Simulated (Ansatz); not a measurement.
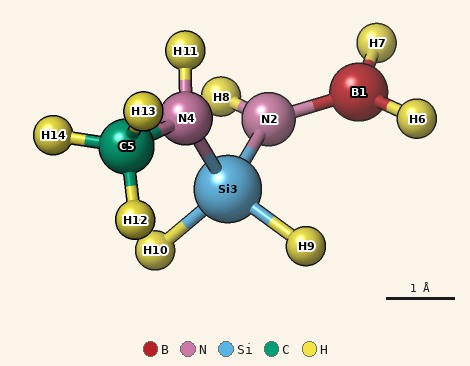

*The structure (ball-and-stick view, seen at a tilt; atoms are numbered from 1 in the order of the input).*

Bond lengths as drawn: B–H 1.22 Å, B–N 1.41 Å, C–H 1.11 to 1.12 Å, C–N 1.45 Å, H–N 1.02 to 1.03 Å, H–Si 1.51 to 1.52 Å and N–Si 1.75 to 1.79 Å.

**Phonon calculation, with input and output: CH9BN2Si**

CH9BN2Si, SMILES BN[SiH2]NC, computed with RKS PBE/cc-pVDZ (Ansatz 0.2.0).

It belongs to a series of runs on one base structure; here: vibrations at the highest image of the band. Figures and captions count atoms from 1; the log counts them from 0 in places.

### Output
```
Engine: ansatz 0.2.0, aarch64-unknown-linux-gnu
Functional definition: PBE
  parameter kappa = 0.804
  parameter beta = 0.06672455060314922
  exchange = pbe_x(kappa = kappa, mu = beta*pi^2/3)
  correlation = pbe_c(beta = beta)
1490 factors; their error is unknown
mean field evaluation 1: about -12694.5874 eV, gradient 7.9e1 eV
mean field evaluation 2: about -12652.4336 eV, gradient 1.5e2 eV
mean field evaluation 4: about -12708.2280 eV, gradient 1.0e1 eV
mean field evaluation 8: about -12708.4798 eV, gradient 3.4e-1 eV
mean field evaluation 16: about -12708.4324 eV, gradient 1.7e-4 eV
mean field -12708.43238924 eV, -467.0262762197 hartree, gradient 3.7e-5 eV, S^2 0.000000; 0 other end points of the search recorded, 0 dependent functions left out
the calculation of the forces begins
reference -12708.43243276 eV, -467.0262778192 hartree; 24, 24 occupied and 95, 95 virtual orbitals, 1490 factors
these checks for a lower state are left out or cut short: stability, starts, cluster_reference, orbital_swaps, neighbouring_geometries, increment
1490 factors; their error is unknown
mean field -12708.43227738 eV, -467.0262721089 hartree, gradient 1.9e-6 eV, S^2 0.000000; 0 other end points of the search recorded, 0 dependent functions left out
[... from here on the field's lines of each further geometry are left out, up to the last ...]
the calculation of the forces begins
reference -12708.43240873 eV, -467.0262769361 hartree; 24, 24 occupied and 95, 95 virtual orbitals, 1490 factors
these checks for a lower state are left out or cut short: stability, starts, cluster_reference, orbital_swaps, neighbouring_geometries, increment
1490 factors; their error is unknown
mean field -12708.43236788 eV, -467.0262754347 hartree, gradient 1.6e-6 eV, S^2 0.000000; 0 other end points of the search recorded, 0 dependent functions left out
the calculation of the forces begins
reference -12708.43241140 eV, -467.0262770342 hartree; 24, 24 occupied and 95, 95 virtual orbitals, 1490 factors
WARN: phonons: modes at or below zero, which the zero-point energy, F, S and C_V leave out: 1, the lowest at -155.07 cm⁻¹. A minimum has none, and a first-order saddle one
Total energy: -12708.43243276 eV, -467.0262778192 hartree
Atom 0 at    -1.180710     1.784302     1.792240 Å, force     0.000087     0.000875     0.000394 eV/Å
Atom 1 at    -1.370374     0.866311     0.739046 Å, force    -0.002236    -0.000398     0.000044 eV/Å
Atom 2 at    -0.227616     0.512752    -0.587232 Å, force     0.000033     0.000978     0.000997 eV/Å
Atom 3 at     0.673299    -0.921439    -0.148726 Å, force    -0.000026     0.004589     0.000208 eV/Å
Atom 4 at     1.452671    -1.737308    -1.067004 Å, force     0.001335    -0.002174    -0.002472 eV/Å
Atom 5 at    -0.151914     2.432631     1.825157 Å, force     0.000769     0.000006     0.000045 eV/Å
Atom 6 at    -2.043134     1.908287     2.642582 Å, force    -0.000046     0.000443    -0.000121 eV/Å
Atom 7 at    -2.250806     0.339402     0.727020 Å, force     0.000331    -0.001005    -0.000139 eV/Å
Atom 8 at     0.655362     1.723072    -0.756056 Å, force    -0.000338    -0.000487     0.000060 eV/Å
Atom 9 at    -1.028776     0.306574    -1.858644 Å, force     0.000316    -0.000056    -0.000252 eV/Å
Atom 10 at     0.405449    -1.385874     0.721698 Å, force     0.000069    -0.002222     0.001639 eV/Å
Atom 11 at     1.761580    -1.128739    -1.942205 Å, force     0.000993    -0.000579    -0.000898 eV/Å
Atom 12 at     2.388874    -2.105992    -0.593173 Å, force    -0.000624     0.000518     0.001038 eV/Å
Atom 13 at     0.903193    -2.623277    -1.466101 Å, force    -0.000664    -0.000489    -0.000542 eV/Å
Dipole moment:    -0.039999    -0.482463    -0.168929 e Å
Vibrations: -155.07 39.75 78.28 150.25 239.40 246.99 295.24 362.99 595.06 683.89 708.15 758.37 795.14 858.30 924.31 946.10 969.00 1056.06 1091.85 1124.95 1128.89 1222.88 1339.51 1363.09 1400.48 1410.95 1445.92 2098.59 2145.46 2507.73 2590.54 2908.34 2975.79 3029.29 3471.27 3515.19 cm⁻¹, zero-point energy 2.881269 eV
```

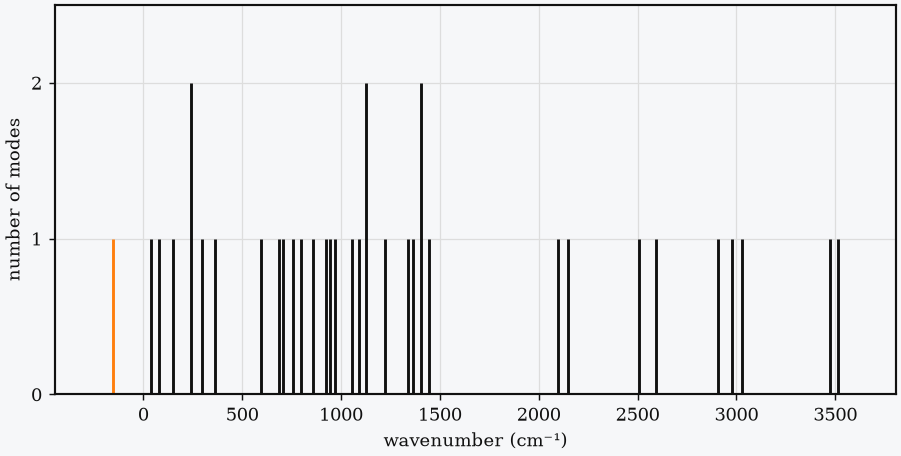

*Harmonic vibrational wavenumbers from the force constants; neighbouring modes closer than 17 cm⁻¹ are counted in one stick, and imaginary ones are drawn at negative wavenumbers.*

36 modes from 155i to 3515 cm⁻¹, 1 imaginary beyond 8i (155i cm⁻¹): a first-order saddle point, if the geometry is stationary.

The run was set up as follows.

### Input file
```yaml
crystal:
  periodic: [false, false, false]
  atoms:
    - { symbol: B, position_ang: [-1.18071, 1.784302, 1.79224] }
    - { symbol: "N", position_ang: [-1.370374, 0.866311, 0.739046] }
    - { symbol: Si, position_ang: [-0.227616, 0.512752, -0.587232] }
    - { symbol: "N", position_ang: [0.673299, -0.921439, -0.148726] }
    - { symbol: C, position_ang: [1.452671, -1.737308, -1.067004] }
    - { symbol: H, position_ang: [-0.151914, 2.432631, 1.825157] }
    - { symbol: H, position_ang: [-2.043134, 1.908287, 2.642582] }
    - { symbol: H, position_ang: [-2.250806, 0.339402, 0.72702] }
    - { symbol: H, position_ang: [0.655362, 1.723072, -0.756056] }
    - { symbol: H, position_ang: [-1.028776, 0.306574, -1.858644] }
    - { symbol: H, position_ang: [0.405449, -1.385874, 0.721698] }
    - { symbol: H, position_ang: [1.76158, -1.128739, -1.942205] }
    - { symbol: H, position_ang: [2.388874, -2.105992, -0.593173] }
    - { symbol: H, position_ang: [0.903193, -2.623277, -1.466101] }
basis:
  gaussian: { orbitals: cc-pVDZ }
hamiltonian:
  xc: pbe
phonons: {}
```

Launch command:
```bash
ansatz run input.yaml --threads 2 --pin off --max-ram 3072MiB --backend cpu --events-out ev --progress --plain --runs-dir out
```

### Results in brief

| quantity | value |
| --- | --- |
| outcome | converged |
| total energy | −12708.4324 eV |
| mean-field energy | −12708.4324 eV |
| largest force (length of the vector) | 0.005 eV/Å |
| hardware | 2 threads of Arm Neoverse V1, 24 GiB of memory available, shared host |
| wall time | 2.2 min (CPU time 4.2 min) |
| peak memory | 0.16 GiB |
